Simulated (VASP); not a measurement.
Band structure of HfO2 (relaxed from the layer:2H-MoS2 structure). Computed with r2SCAN meta-GGA, VASP's PBE PAW potentials (set 64) (plane waves; VASP).

The cell holds a wide vacuum, so values per volume refer to the whole cell. Unless said otherwise, spin-orbit coupling is left out, though it shifts the bands of the heavy elements here.

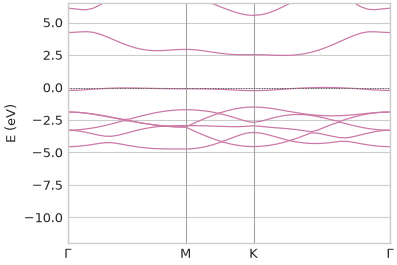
Fig. 1. Bands along high-symmetry lines, zero at the valence-band maximum or, without a gap, the Fermi level

Problem. Read the plot: is there a gap, and where are the band edges?

Solution. The gap is indirect, 2.47 eV, from the valence maximum at K-Γ at 0.53 to the conduction minimum at K-Γ at 0.21.

The cell is a sheet with vacuum, built from a generated structure.
